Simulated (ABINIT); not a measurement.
# A GW chain in ABINIT: NaCl (Fm-3m), part 2 of 2

How does a plane-wave GW calculation on NaCl (Fm-3m) run from the first input to the gap?

ABINIT 10.8.3; PBE and many-body steps on it, plane waves. Known limits of the many-body steps: not at the basis limit; coarse k mesh.

So far. Step 2 (Ground state): The gap is direct, at Γ. Step 3 (Bands along the symmetry lines): The gap is 5.150 eV, as in the run before at this level.

The database entry behind the starting cell differs from later determinations by our own check (an axis about 0.4 % short against later determinations), so it need not match the best structure at ambient conditions.

**4. Empty states on the mesh, 4×4×4 mesh, 116 bands**

Level of this step: DFT, PBE, plane waves, norm-conserving pseudopotentials (ABINIT).

The sums over transitions need many empty states on a uniform mesh; this step solves for them.

Contents of run.abi:

```
acell 3*1.0 Angstrom
rprim 
  0.000000000000 2.810000000000 2.810000000000
  2.810000000000 0.000000000000 2.810000000000
  2.810000000000 2.810000000000 0.000000000000
ntypat 2
znucl 11 17
natom 2
typat 1 2
xred 
  0.000000000000 0.000000000000 0.000000000000
  0.500000000000 0.500000000000 0.500000000000
pp_dirpath "pseudos"
pseudos "Na.upf, Cl.upf"
ecut 38
ngkpt 4 4 4
nshiftk 1
shiftk 0 0 0
kptopt 1
chksymbreak 0
irdden 1
istwfk *1
nband 116
prtvol 0
optdriver 6
gwr_task "HDIAGO"
paral_kgb 0
occopt 1
indata_prefix "in"
outdata_prefix "out"
tmpdata_prefix "tmp"
```

Run with:

```console
OMP_NUM_THREADS=1 mpirun -n 4 abinit run.abi > log
```

Numbers of over 12 decimals in the logs are rounded to 6 here.

Log:

```text
[banner, memory and clock lines left out]
.Version 10.8.3 of ABINIT. v10.8.2 released Aug 2026.

 Symmetries : space group Fm -3 m (#225); Bravais cF (face-center cubic)
[... echo of the input left out ...]
== DATASET  1 ==================================================================
-   mpi_nproc: 4, omp_nthreads: 1 (-1 if OMP is not activated)

--- !DatasetInfo
iteration_state: {dtset: 1, }
dimensions: {natom: 2, nkpt: 8, mband: 116, nsppol: 1, nspinor: 1, nspden: 1, mpw: 3383, }
cutoff_energies: {ecut:  38.0, pawecutdg:  -1.0, }
electrons: {nelect:   1.60000000E+01, charge:   0.00000000E+00, occopt:   1.00000000E+00, tsmear:   1.00000000E-02, }

.Using double precision arithmetic; gwpc =  8

- Reading GS density from: in_DEN

--- Pseudopotential description ------------------------------------------------
- Na Generated using ONCVPSP code by D. R. Hamann
- 11.00000   9.00000  171031                  znucl, zion, pspdat
12 -101130 1 -1 1992                          pspcod,pspxc,lmax,lloc,mmax
     nproj     2     2     0
  pspatm : epsatm=    9.36084378
         --- l  ekb(1:nproj) -->
             0    2.667291   -0.676599
             1   -6.743718   -2.407365
 pspatm: atomic psp has been read  and splines computed

- Cl Generated using ONCVPSP code by D. R. Hamann
- 17.00000   7.00000  171031                  znucl, zion, pspdat
12 -101130 2 -1 1028                          pspcod,pspxc,lmax,lloc,mmax
     nproj     2     2     2
  pspatm : epsatm=    9.12776517
         --- l  ekb(1:nproj) -->
             0    8.139296    0.698720
             1    3.821713    1.107519
             2   -2.938609   -0.805455
 pspatm: atomic psp has been read  and splines computed

   2.95817743E+02                                ecore*ucvol(ha*bohr**3)

 Total charge density [el/Bohr^3]
)     Maximum=    2.7006E+00  at reduced coord.    0.9778    0.9778    0.9778
)     Minimum=    1.9497E-03  at reduced coord.    0.2444    0.2444    0.2444
   Integrated=    1.6000E+01

 === KS gaps after direct diagonalization ===
 Direct band gap semiconductor
 Fundamental gap:     5.150 (eV)
   VBM:    -0.539 (eV) at k: [ 0.0000E+00,  0.0000E+00,  0.0000E+00]
   CBM:     4.611 (eV) at k: [ 0.0000E+00,  0.0000E+00,  0.0000E+00]
 Direct gap:         5.150 (eV) at k: [ 0.0000E+00,  0.0000E+00,  0.0000E+00]

== END DATASET(S) ==============================================================

 -outvars: echo values of variables after computation  --------
           etotal      0.0000000000E+00
            nband         116
             nkpt           8
          spgroup         225
 [... the other variables as echoed above ...]

 Calculation completed.
```

Wall time 76 s (4 MPI ranks of Arm Neoverse V1, shared host); peak memory 2.6 GiB.

Numbers from this step:

```yaml
gap: 5.150 eV
k_of_the_valence_top: 0, 0, 0
k_of_the_conduction_bottom: 0, 0, 0
least_direct_gap: 5.150 eV
k_points_computed: 8
lowest_point_of_the_top_converged_band_above_the_valence_top: 91.7034 eV
```

On this mesh the gap is 5.150 eV.

**5. Screening, 4×4×4 mesh, 108 bands, screening to 163.3 eV**

The RPA dielectric matrix is built and inverted for each q.

This step: RPA screening on PBE, plane waves, norm-conserving pseudopotentials.

run.abi: that of step 4 with these lines changed.

```diff
@@ -20,10 +20,11 @@
 chksymbreak 0
-irdden 1
 istwfk *1
-nband 116
-prtvol 0
-optdriver 6
-gwr_task "HDIAGO"
-paral_kgb 0
 occopt 1
+irdwfk 1
+optdriver 3
+nband 108
+ecuteps 6
+inclvkb 2
+awtr 1
+symchi 1
 indata_prefix "in"
```

Log:

```text
.Version 10.8.3 of ABINIT. v10.8.2 released Aug 2026.

 Symmetries : space group Fm -3 m (#225); Bravais cF (face-center cubic)
[... echo of the input left out ...]
== DATASET  1 ==================================================================
-   mpi_nproc: 4, omp_nthreads: 1 (-1 if OMP is not activated)

--- !DatasetInfo
iteration_state: {dtset: 1, }
dimensions: {natom: 2, nkpt: 8, mband: 108, nsppol: 1, nspinor: 1, nspden: 1, mpw: 3383, }
cutoff_energies: {ecut:  38.0, pawecutdg:  -1.0, }
electrons: {nelect:   1.60000000E+01, charge:   0.00000000E+00, occopt:   1.00000000E+00, tsmear:   1.00000000E-02, }

 SCREENING: Calculation of the susceptibility and dielectric matrices

 Based on a program developped by R.W. Godby, V. Olevano, G. Onida, and L. Reining.
 Incorporated in ABINIT by V. Olevano, G.-M. Rignanese, and M. Torrent.
.Using double precision arithmetic ; gwpc =  8

[... cell and pseudopotentials left out ...]
--------------------------------------------------------------------------------

 ==== K-mesh for the wavefunctions ====
 Number of points in the irreducible wedge :     8
[... list of points left out ...]
 Together with 48 symmetry operations and time-reversal symmetry
 yields    64 points in the full Brillouin Zone.

 ==== Q-mesh for the screening function ====
 Number of points in the irreducible wedge :     8
[... list of points left out ...]
 Together with 48 symmetry operations and time-reversal symmetry
 yields    64 points in the full Brillouin Zone.

 setmesh: FFT mesh size selected  =    30x   30x   30
          total number of points  =        27000

 vcoul_init : cutoff-mode = AUXILIARY_FUNCTION
 q-points for optical limit:   1
     1)      0.000010    0.000020    0.000030

- screening: taking advantage of time-reversal symmetry
- Maximum band index for partially occupied states nbvw = 8
- Remaining bands to be divided among processors   nbcw = 100
- Number of bands treated by each node ~25

 Number of electrons calculated from density =   16.0000; Expected =   16.0000
 average of density, n =  0.053429
 r_s =    1.6471
 omega_plasma =   22.2968 [eV]

 calculating chi0 at frequencies [eV] :
  1    0.000000E+00    0.000000E+00
  2    0.000000E+00    2.229681E+01

--------------------------------------------------------------------------------
  q-point number  1        q = ( 0.000000, 0.000000, 0.000000) [r.l.u.]
--------------------------------------------------------------------------------
[... chi0 elements left out ...]
 For q-point:  0.000010 0.000020 0.000030
  dielectric constant =   2.3829
  dielectric constant without local fields =   2.7977

  Average fulfillment of the sum rule on Im[epsilon] for q-point    1 :     64.06  [%]
[... wings left out ...]
  q-point number  2        q = ( 0.250000, 0.000000, 0.000000) [r.l.u.]
--------------------------------------------------------------------------------
[... chi0 elements left out ...]
  Average fulfillment of the sum rule on Im[epsilon] for q-point    2 :     72.05  [%]

 [... 6 further q-points ...]
```

Run time: 24 s. Hardware: 4 MPI ranks; peak memory 0.84 GiB.

Numbers from this step:

| Quantity | Value |
| --- | --- |
| ε∞ with local fields, on this mesh, along the program's q direction | 2.383 |
| the same without local fields | 2.798 |
| plasma frequency | 22.30 eV |
| plane waves in the screening matrix | 181 |

Local fields lower ε∞ by 15 %. On a Γ-centred mesh this coarse the value itself is usually too large, while a short band sum pulls it down.

**6. Self-energy, 4×4×4 mesh, 108 bands, screening to 163.3 eV**

The self-energy is evaluated for the states that the input lists, and the levels follow from it, in one-shot runs by the linearised quasiparticle equation.

This step: G0W0 on PBE, plane waves, norm-conserving pseudopotentials.

run.abi: that of step 5 with these lines changed.

```diff
@@ -23,8 +23,15 @@
 irdwfk 1
-optdriver 3
+optdriver 4
 nband 108
+gwcalctyp 0
+ecutsigx 38
+symsigma 1
+nkptgw 1
+kptgw 
+  0.0000000000 0.0000000000 0.0000000000
+bdgw 
+  6 12
 ecuteps 6
-inclvkb 2
-awtr 1
-symchi 1
+irdscr 1
+ppmodel 1
 indata_prefix "in"
```

Log:

```text
.Version 10.8.3 of ABINIT. v10.8.2 released Aug 2026.

 Symmetries : space group Fm -3 m (#225); Bravais cF (face-center cubic)
[... echo of the input left out ...]
== DATASET  1 ==================================================================
-   mpi_nproc: 4, omp_nthreads: 1 (-1 if OMP is not activated)

--- !DatasetInfo
iteration_state: {dtset: 1, }
dimensions: {natom: 2, nkpt: 8, mband: 108, nsppol: 1, nspinor: 1, nspden: 1, mpw: 3383, }
cutoff_energies: {ecut:  38.0, pawecutdg:  -1.0, }
electrons: {nelect:   1.60000000E+01, charge:   0.00000000E+00, occopt:   1.00000000E+00, tsmear:   1.00000000E-02, }

 SIGMA: Calculation of the GW corrections

 Based on a program developped by R.W. Godby, V. Olevano, G. Onida, and L. Reining.
 Incorporated in ABINIT by V. Olevano, G.-M. Rignanese, and M. Torrent.
.Using double precision arithmetic ; gwpc =  8

[... cell and pseudopotentials left out ...]
--------------------------------------------------------------------------------

 ==== K-mesh for the wavefunctions ====
 Number of points in the irreducible wedge :     8
[... list of points left out ...]
 Together with 48 symmetry operations and time-reversal symmetry
 yields    64 points in the full Brillouin Zone.

 ==== Q-mesh for screening function ====
 Number of points in the irreducible wedge :     8
[... list of points left out ...]
 Together with 48 symmetry operations and time-reversal symmetry
 yields    64 points in the full Brillouin Zone.

 vcoul_init : cutoff-mode = AUXILIARY_FUNCTION
 q-points for optical limit:   1
     1)      0.000010    0.000020    0.000030
 setmesh: FFT mesh size selected  =    45x   45x   45
          total number of points  =        91125

 Number of electrons calculated from density =   16.0000; Expected =   16.0000
 average of density, n =  0.053429
 r_s =    1.6471
 omega_plasma =   22.2968 [eV]

 === KS Band Gaps ===
  >>>> For spin  1
   Minimum direct gap =   5.1497 [eV], located at k-point      :   0.0000  0.0000  0.0000
   Fundamental gap    =   5.1497 [eV], Top of valence bands at :   0.0000  0.0000  0.0000
                                       Bottom of conduction at :   0.0000  0.0000  0.0000
 SIGMA fundamental parameters:
 PLASMON POLE MODEL  1
 number of plane-waves for SigmaX                 3383
 number of plane-waves for SigmaC and W            181
 number of plane-waves for wavefunctions          3383
 number of bands                                   108
 number of independent spin polarizations            1
 number of spinorial components                      1
 number of k-points in IBZ                           8
 number of q-points in IBZ                           8
 number of symmetry operations                      48
 number of k-points in BZ                           64
 number of q-points in BZ                           64
 number of frequencies for dSigma/dE                 9
 frequency step for dSigma/dE [eV]                0.25
 number of omega for Sigma on real axis              0
 max omega for Sigma on real axis  [eV]           0.00
 zcut for avoiding poles [eV]                     0.10

 EPSILON^-1 parameters (SCR file):
 dimension of the eps^-1 matrix on file            181
 dimension of the eps^-1 matrix used               181
 number of plane-waves for wavefunctions          3383
 number of bands                                   108
 number of q-points in IBZ                           8
 number of frequencies                               2
 number of real frequencies                          1
 number of imag frequencies                          1

 matrix elements of self-energy operator (all in [eV])

 Perturbative Calculation

--- !SelfEnergy_ee
iteration_state: {dtset: 1, }
kpoint     : [   0.000,    0.000,    0.000, ]
spin       : 1
KS_gap     :    5.150
QP_gap     :    8.028
Delta_QP_KS:    2.878
data: !SigmaeeData |
     Band     E0 <VxcDFT>   SigX SigC(E0)      Z dSigC/dE  Sig(E)    E-E0       E
        6  -0.539 -14.493 -18.927   1.933   0.812  -0.231 -16.524  -2.030  -2.569
        7  -0.539 -14.493 -18.927   1.933   0.812  -0.231 -16.524  -2.030  -2.569
        8  -0.539 -14.493 -18.927   1.933   0.812  -0.231 -16.524  -2.030  -2.569
        9   4.611  -8.178  -4.163  -3.034   0.864  -0.157  -7.329   0.848   5.459
       10  10.523  -8.376  -3.599  -3.246   0.856  -0.168  -7.065   1.312  11.835
       11  10.523  -8.376  -3.599  -3.246   0.856  -0.168  -7.065   1.312  11.835
       12  10.523  -8.376  -3.599  -3.246   0.856  -0.168  -7.065   1.312  11.835

== END DATASET(S) ==============================================================
================================================================================

 -outvars: echo values of variables after computation  --------
           etotal      0.0000000000E+00
            nband         108
             nkpt           8
          spgroup         225
 [... the other variables as echoed above ...]

 Calculation completed.
```

The job ended after 5.6 s (4 MPI ranks; peak memory 0.59 GiB).

This step gave:

| Item | Value |
| --- | --- |
| G0W0 gap on the points computed | 8.028 eV |
| starting gap on the mesh | 5.150 eV |
| k of the valence top | 0, 0, 0 |
| k of the conduction bottom | 0, 0, 0 |
| Z at the valence top | 0.812 |
| Z at the conduction bottom | 0.864 |
| least direct G0W0 gap on the computed points | 8.028 eV |

The gap on the mesh goes from 5.15 eV to 8.03 eV, a correction of +2.88 eV.

Limits: finite bands, cutoff and mesh; coarse k mesh. v1 is the top filled band, c1 the lowest empty one. Levels before and after the correction, in eV, zero at the valence-band top of each column:

```
           conduction bottom  valence top
Kohn-Sham               5.15         0.00
     G0W0               8.03         0.00
```

```
             level  energy (eV)
Kohn-Sham  Γ v3-v1        0.000
Kohn-Sham     Γ c1        5.150
Kohn-Sham  Γ c2-c4       11.062
     G0W0  Γ v3-v1        0.000
     G0W0     Γ c1        8.028
     G0W0  Γ c2-c4       14.404
```

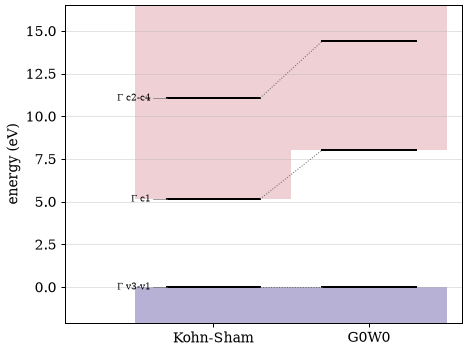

Levels before and after the correction. Shaded: valence and conduction bands.

**7. Where the time went**

Times are wall times on 4 MPI ranks of Arm Neoverse V1, shared host, good to a factor of about two.

```
                          step   time  share  memory (GiB)
                  ground state  9.2 s    7 %          0.34
bands along the symmetry lines   13 s   10 %          0.29
      empty states on the mesh   76 s   59 %           2.6
                     screening   24 s   19 %          0.84
                   self-energy  5.6 s    4 %          0.59
```

**8. Results**

| Item | Value |
| --- | --- |
| PBE gap | 5.15 eV, direct |
| G0W0 gap on the mesh | 8.03 eV |
| GW settings | 4×4×4 mesh, 108 bands, screening to 163.3 eV, Godby-Needs plasmon pole |
| known limits | not at the basis limit; coarse k mesh |

G0W0 moves the gap on the mesh from 5.15 eV to 8.03 eV (+2.88 eV), with Z of 0.81 and 0.86 at the edges. Local fields lower the RPA ε∞ on this mesh from 2.80 to 2.38; a Γ-centred mesh this coarse tends to raise both, most where the direct gap is narrow, while a short band sum lowers them. Only 1 of the mesh's irreducible points was corrected, so a valley elsewhere could overtake. The dearest step here is «empty states on the mesh». Bands and cutoff are finite, so the gap is not at the basis limit. The miss can reach some tenths of an eV and take either sign; the mesh is an error of its own. In the G0W0 run levels were corrected at 1 k point alone, so a gap called «on the mesh» is the least over those, and an edge elsewhere would be missed. The 4×4×4 mesh is coarse for this cell, which bears on the long-range parts of exchange and screening.

[Paths, hosts, dates, memory and timing lines, banners, echoed tables and standing remarks are left out of the program output.]

[Logs are printed without paths, hosts, clocks, repeated set-up lines and the standing remarks that a program may print on its own settings, such as how far it seeks lower states.]

[Runs of the session that timed out or met a known fault of the program may be left out.]

[Hosts, paths, dates, database ids (printed as entryN), source tags and the programs' standing remarks are cut or masked in the printed files.]

[G0W0 gaps are taken among the corrected bands and points alone; a level outside them can change the order at an edge.]

[Where Ansatz stands beside ABINIT at settings called matched, ABINIT's density can come from a denser mesh and the files from another edition; pairs whose starting gaps differed by over 0.03 eV were left out, so agreement reads better than it is.]
